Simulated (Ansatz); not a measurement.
Take CdS in the wurtzite structure (space group P6_3mc, No. 186; a = 4.124 Å, c = 6.708 Å) as the base. Axes: x lies along a and z along c of the hexagonal cell.

Modification: the cell is stretched by 1.80 % along x with no lateral relaxation; the atoms relax in the strained cell.

Calculations: Kohn–Sham DFT with the PBEsol functional, run in Ansatz (a program for electronic structure) with PAW and 420 eV plane waves, spin-orbit coupling left out.

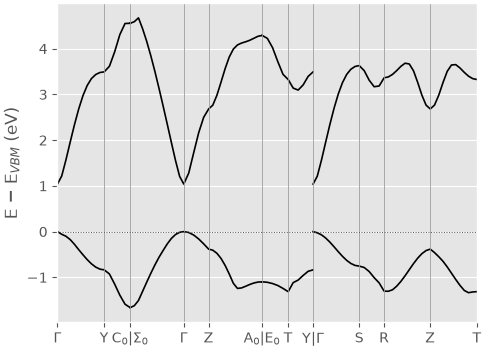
Fig. 1. Highest valence and lowest conduction band along the path of the changed cell's own zone

Task: Read the changed gap and its character from the plot.

Result: About 1.0 eV, direct at Γ.

Gaps are read on the SCF mesh and a high-symmetry path. Whether these cells are dynamically stable was not tested. k-point labels follow each cell's own Brillouin zone.
